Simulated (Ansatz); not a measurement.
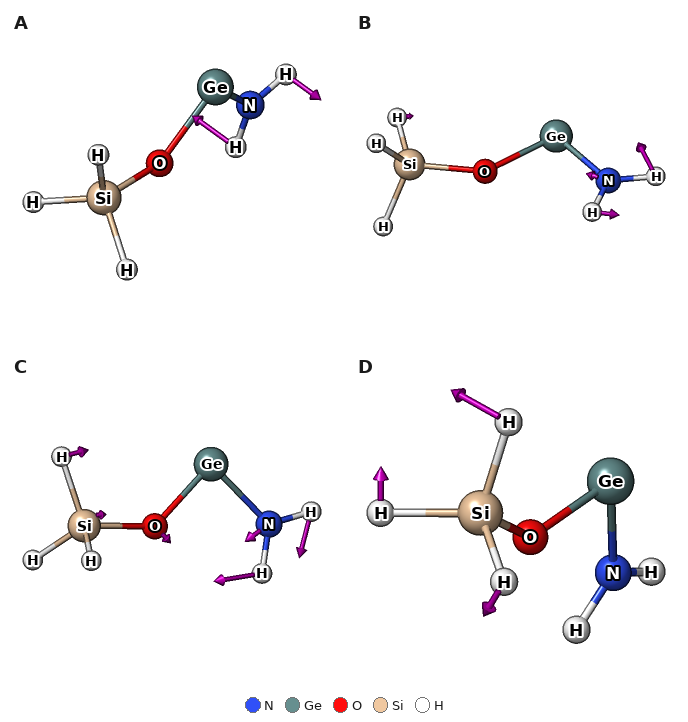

4 normal modes of one molecule or complex, as arrows. Harmonic vibrations computed with RKS PBE0-D4/def2-TZVP (Ansatz 0.2.0) at a stationary point of the same level.

**Match the panels to the wavenumbers 232 cm⁻¹, 505 cm⁻¹, 698 cm⁻¹, 953 cm⁻¹.**

A: 505 cm⁻¹, a torsion or out-of-plane motion in which bond lengths and bond angles hardly change
B: 698 cm⁻¹
C: 232 cm⁻¹
D: 953 cm⁻¹, H–Si–H bending
